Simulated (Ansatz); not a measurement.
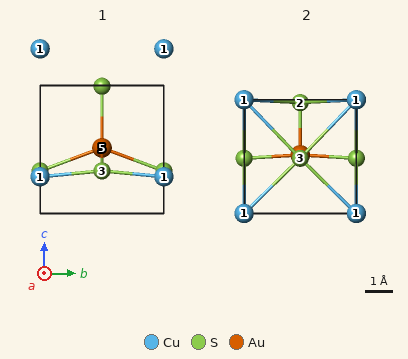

Two geometries of crystalline CuAuS$_{3}$ (built on the tetragonal perovskite type) (coarse preliminary run), drawn at one scale. One is the start of a relaxation, the other its converged end. The picture is a ball-and-stick view of the cell of the calculation, seen along the a axis.

The calculation used Ansatz 0.2.0, DFT PBE, scalar-relativistic, plane waves, PAW. Settings: plane-wave cutoff 420 eV; k-point mesh 4 × 4 × 4; occupations gaussian; smearing width 0.1 eV; collinear spin; cell and atoms relaxed; force threshold 0.04 eV/Å; at most 70 steps.

Which of the two is the end point?

Structure 1 is the relaxed one. Case: tetragonal perovskite type (P4mm, No. 99). Over 12 accepted moves (14 points after the start) the energy falls by 1325 meV per atom. The largest force component goes from 8 to 0.01 eV/Å. Pressure: 47.61 GPa at the start and 0.10 GPa at the end. At 2 points the geometry stayed and the basis and grid were re-selected for the new cell (energy shift of 7.0 meV per atom at most each time). The atom that moves furthest relative to the cell is the Cu atom (1.41 Å along +c). Largest moves by element: Cu 1.41 Å, S 0.75 Å, Au 0.01 Å. Cell: a = b 4.310 → 4.751 Å (+10.2 %), c 4.364 → 4.909 Å (+12.5 %). Volume +36.7 %. Near-neighbour distances that change, for instance: Cu–S 3.114 → 5.253 Å, Cu–S 3.021 → 2.386 Å, Cu–S 3.050 → 3.653 Å, Au–S 2.159 → 2.535 Å. Bond angles that change, for instance: Au–S–Au 173.0° → 139.2°, S–Au–S 173.0° → 139.2°, S–Au–S 93.5° → 110.4°. The space group stays P4mm (No. 99). The program noted that the starting moments weren't kept. The run may lie on a higher electronic state than the lowest, so the end point isn't shown to be the ground-state structure.
